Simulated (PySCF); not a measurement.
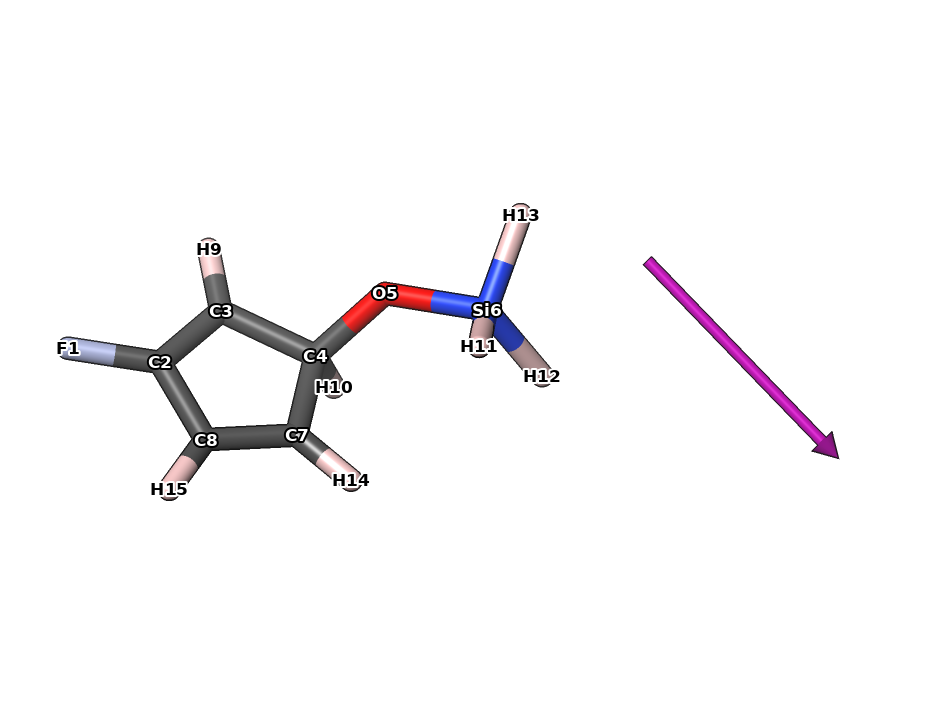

The arrow beside the molecule shows the direction of the dipole moment, from the negative to the positive end (its length means nothing). The geometry was computed by an optimisation with GFN2-xTB. No frequency run is at hand to confirm it as a minimum. Method: PBE0/pcSseg-1, gas phase (PySCF 2.14.0).

Q: How large is the dipole moment?

A: 1.95 D; it points from the side of F1 to the side of H12 (the outermost atoms at the two ends).

The geometry is semi-empirical. Around Si such bond lengths and angles can be off by a tenth of an ångström or more and by several degrees, and values that hang on the shape move with them.
